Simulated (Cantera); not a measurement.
Input: 1 mol Si, 4.6 mol HCl, 0.31 mol N2, equilibrated at 750 Torr.

Equilibrium computed with Cantera from the NASA thermochemical tables; the gas is ideal and each condensed phase is pure. Candidate condensed phases: NH4Cl, Si, Si3N4; 28 gas species. N2 is the only nitrogen source here; it is nearly inert below about 1500 K, so the nitride shown seldom forms there in practice. The tables' values for SiCl3 are old estimates; treat these amounts as uncertain. Rates play no part.

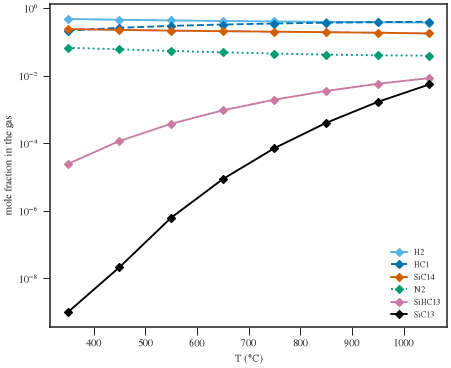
Equilibrium gas composition (values under 1e-9 drawn at 1e-9)

From 350 °C to 1050 °C the condensed part is Si3N4(s). The main Si-bearing gas is SiCl4 throughout. The share of Si in condensed phases is highest at 1050 °C (23.0 %) and lowest at 350 °C (6.1 %).
